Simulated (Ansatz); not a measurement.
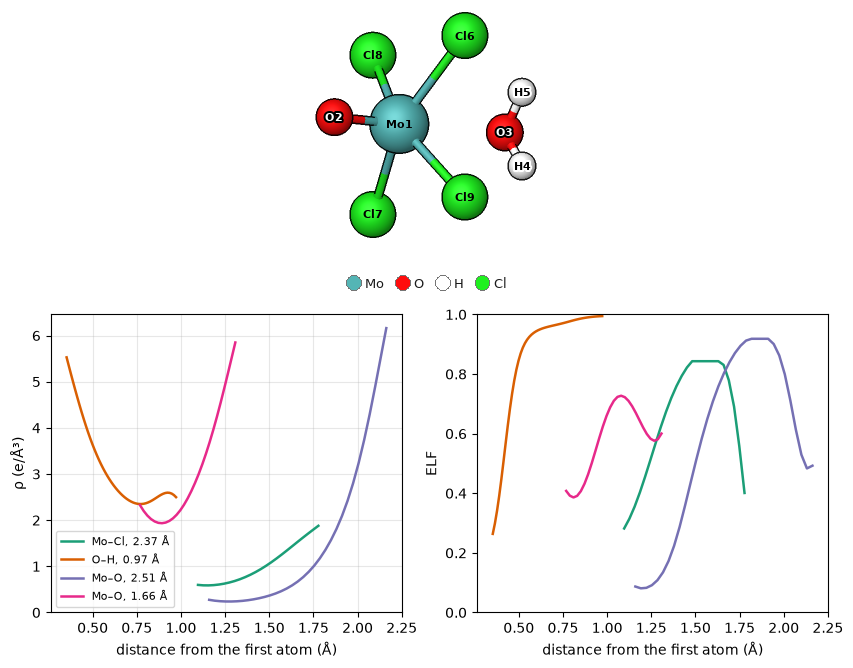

Figure 1: Cl4MoO···H2O (charge −1, doublet). Electron density and ELF along straight lines between neighbouring atoms. The curves leave out the atomic cores. The structure is drawn too.

Geometry: r2SCAN-D4/def2-SVPD; core potentials replace the inner electrons of Mo.

Method: UKS PBE0-D4/def2-TZVPD in Ansatz 0.2.0.

The calculation's input:

```
crystal:
  periodic: [false, false, false]
  atoms:
    - {symbol: Mo, position_ang: [-0.126472, 0.082159, 0.876446]}
    - {symbol: O, position_ang: [-0.021248, -0.092141, 2.524605]}
    - {symbol: O, position_ang: [-0.074610, 0.144052, -1.629686]}
    - {symbol: H, position_ang: [-0.175512, -0.818356, -1.723068]}
    - {symbol: H, position_ang: [0.885644, 0.289199, -1.673908]}
    - {symbol: Cl, position_ang: [2.239064, 0.168544, 0.312015]}
    - {symbol: Cl, position_ang: [-2.466956, 0.045682, 0.501603]}
    - {symbol: Cl, position_ang: [-0.172687, 2.437080, 0.607992]}
    - {symbol: Cl, position_ang: [-0.087222, -2.256230, 0.204011]}
basis:
  gaussian: {orbitals: def2-TZVPD, initial_orbitals: start.molden}
total_charge: -1
magnetization: {spin_polarized: true, initial_magnetization: 1}
hamiltonian: {xc: pbe0, dispersion: d4}
scf: {omitted_lower_state_checks: [starts]}
output: {orbitals: {seedname: orbitals}}
```

Run with:

```sh
ansatz run in.yaml --threads 4 --pin off --events-out ev --progress --plain --max-ram 4787MiB
```

Q: Compare the contacts.

A: Mo–Cl (2.37 Å): ρ is about 0.59 e/Å³ halfway; the ELF peaks at about 0.85 in the valence shell of Cl, 0.9 Å from its nucleus, and is about 0.40 at the midpoint.
O–H (0.97 Å): ρ is about 3.8 e/Å³ halfway; the ELF climbs to about 1 towards the hydrogen, as it does in any bond to H (an ordinary covalent bond to hydrogen).
Mo1···O3 (2.51 Å): the density falls to about 0.24 e/Å³ on the way; the ELF peaks at about 0.90 in the valence shell of O, 0.7 Å from its nucleus, and is about 0.10 at the midpoint.
Mo–O (1.66 Å): ρ at the midpoint is about 2 e/Å³; the ELF peaks at about 0.75 in the valence shell of O, 0.6 Å from its nucleus, and drops to about 0.40 between the two atoms.
